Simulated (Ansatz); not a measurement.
# BClFHO: what the fields show

Input file:

```
crystal:
  periodic: [false, false, false]
  atoms:
    - { symbol: O, position_ang: [0.0925, 1.0131, 0.4969] }
    - { symbol: B, position_ang: [-0.0954, -0.3475, 0.1027] }
    - { symbol: F, position_ang: [0.8056, -1.3236, 0.5995] }
    - { symbol: Cl, position_ang: [-1.3886, -0.8576, -1.0151] }
    - { symbol: H, position_ang: [-0.79999, 0.58358, 0.02829] }
basis:
  gaussian: { orbitals: def2-SVP }
hamiltonian:
  xc: pbe
  dispersion: d4
relax:
  f_tol: 0.02
  max_steps: 50
output:
  orbitals: {}
```

Run with:

```sh
ansatz run input.yaml --threads 1 --pin off --max-ram 2048MiB --backend cpu --events-out ev --progress --plain --runs-dir out
```

The fields are those of the relaxed geometry.

Theory: Ansatz, RKS PBE-D4/def2-SVP.

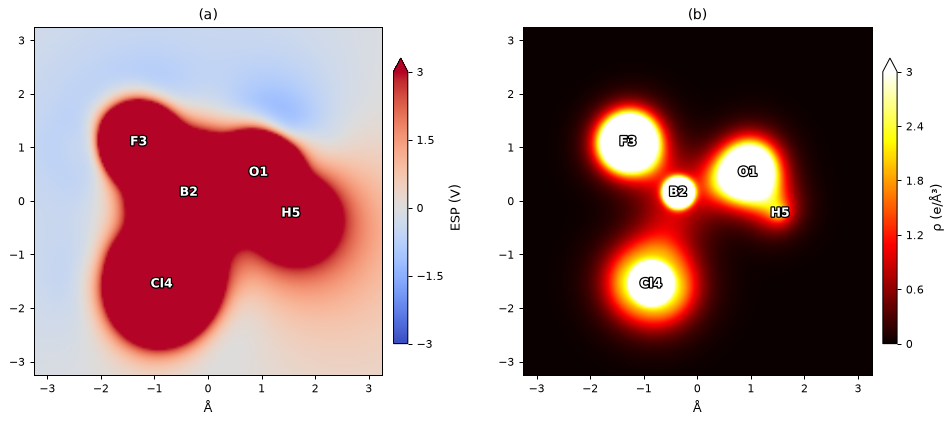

Figure 1. (a) electrostatic potential; (b) electron density on the molecular plane.

> What does the map show?

- Atoms in the plane: O, B, F, Cl and H.
- B–F (1.33 Å): ρ at the midpoint is about 2.1 e/Å³.
- B–O (1.35 Å): ρ at the midpoint is about 2.2 e/Å³.
- B–Cl (1.78 Å): the density is about 1.3 e/Å³ at the midpoint.
- O–H (0.97 Å): ρ is about 3.6 e/Å³ halfway.
- Outside the dense part of the molecule the potential is most negative (−1.2 V) near O1.

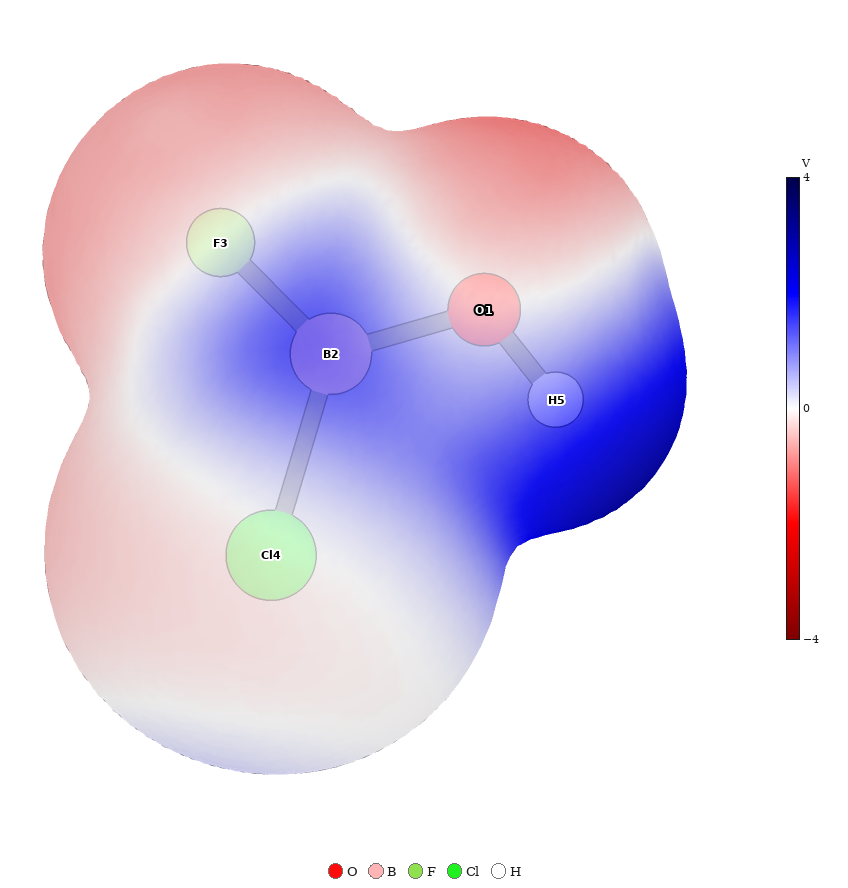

Figure 2. The molecular electrostatic potential painted on the density surface at 0.002 e/bohr³, seen across its widest extent; red is negative and blue positive.

> Which sites attract a positive test charge, and which a negative one?

A positive charge is drawn to the negative regions and a negative charge to the positive ones. The most negative region (about −1.0 V) lies over O1, the most positive (about +3.0 V) over H5. Cl4 shows a σ-hole: about +0.3 V at the tip opposite its bond, against about −0.1 V on its flanks.

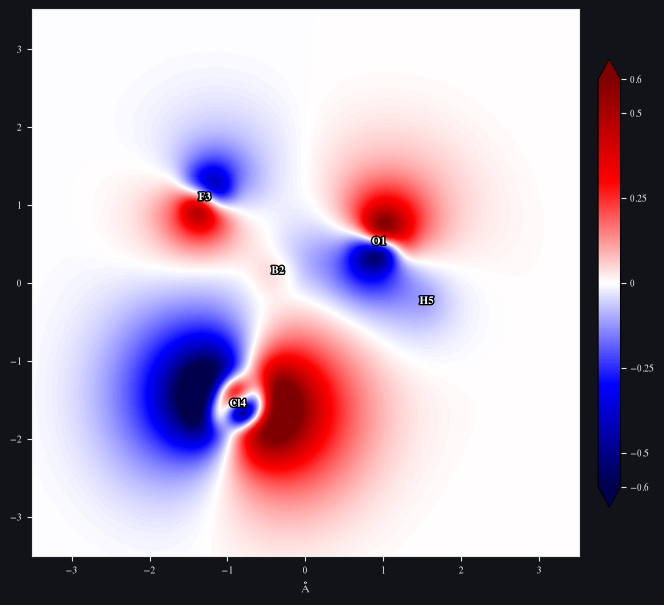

Figure 3. The HOMO on the molecular plane (values in Å⁻³ᐟ²; the overall sign is arbitrary).

> What is the character of this orbital?

It lies mainly on Cl4 (about 80 %) and O1 (about 10 %); it is symmetric in the molecular plane (an in-plane orbital: σ, lone-pair or in-plane π type); largely a lone pair of Cl4. Its energy is −7.76 eV.
